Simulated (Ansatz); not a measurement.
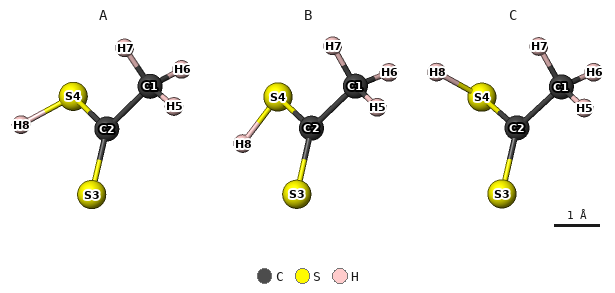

3 geometries from a converged minimum-energy path of C2H4S2, shuffled. The picture is a ball-and-stick view, seen from a free direction.

The calculation used RKS PBE0/6-31G* (Ansatz 0.2.0). Set-up: 5 movable images; climbing image; force threshold 0.05 eV/Å; iteration limit 60; starting path by image-dependent pair potential.

Which frame is the top of the path?

Answer. C. In order along the path, whose images run from 0 to 6: B (image 0, 0.00 eV), A (image 1, +0.13 eV), C (image 3, +0.51 eV). The motion is a rotation about the C2–S4 bond by about 180°. No bond forms or breaks between the ends. Bond angles that change up to the highest image, for instance: S3–C2–S4 124.6° → 122.0°, C2–S4–H8 96.3° → 94.2°.
